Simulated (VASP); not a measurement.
Band structure of SrO (space group Fm-3m). Level of theory: revPBE GGA, VASP's PBE PAW potentials (set 64) (plane waves; VASP).

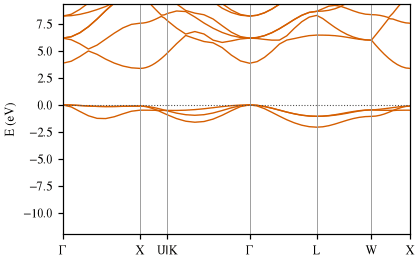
Figure: Bands along high-symmetry lines, zero at the valence-band maximum or, without a gap, the Fermi level

### Question
Read the plot: is there a gap, and where are the band edges?

### Answer
The gap is indirect, 3.38 eV, from the valence maximum at Γ to the conduction minimum at X.

The structure comes from a computed database's SrO entry; how it stands against other phases isn't given here. The cell was not relaxed at this level. The run is one of a series of settings (NBANDS = 20 against the base run), some of them coarse on purpose.
